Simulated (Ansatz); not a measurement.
The reference is C in the diamond structure (space group Fd-3m, No. 227; a = 3.554 Å). Axes: x, y, z lie along the cube axes.

Now apply this change: uniaxial strain ε_zz = +0.50 %, all other strain components held at zero; the atoms relax in the strained cell.

All numbers come from PBEsol (Ansatz, a first-principles code), spin-orbit coupling left out.

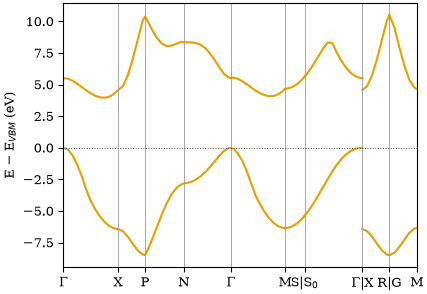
Highest valence and lowest conduction band along the path of the changed cell's own zone

Question: Read the changed gap and its character from the plot.

Answer: About 4.0 eV, indirect, Γ → Γ–X (75 % along).

Whether these cells are dynamically stable was not tested. k-point labels follow each cell's own Brillouin zone.
